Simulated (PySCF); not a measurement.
Consider H$_{4}$Pb.

```
atom    x (Å)    y (Å)    z (Å)
  Pb   0.0000   0.0000   0.0000
   H   1.0146   1.0146   1.0146
   H  -1.0146  -1.0146   1.0146
   H   1.0146  -1.0146  -1.0146
   H  -1.0146   1.0146  -1.0146
```

Core potentials replace the inner electrons of Pb.

Computed with PySCF, RKS PBE0, Pb def2-SVP with ECP60, H def2-SVP; non-relativistic Hamiltonian with scalar-relativistic core potentials where named; density fitting.

Q: Predict the electron density and electron localisation function between the atoms.

A: Pb–H (1.76 Å): the density is about 1.4 e/Å³ at the midpoint; the ELF climbs to about 1 towards the hydrogen.

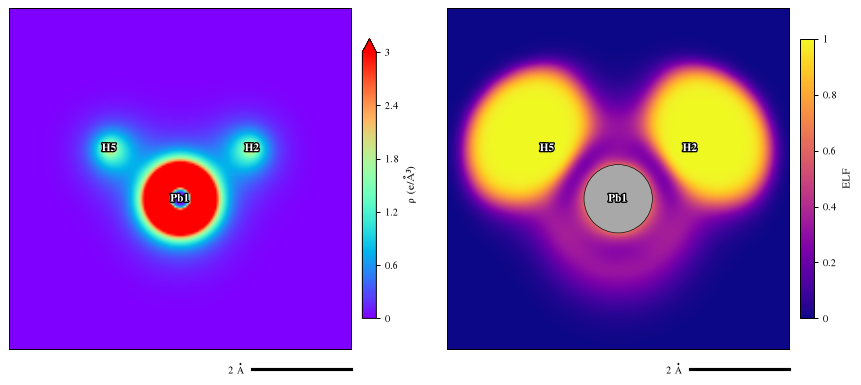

Computed electron density and electron localisation function on the plane of atoms H2, Pb1 and H5, in this order. Grey discs cover the atomic cores in the ELF map. 
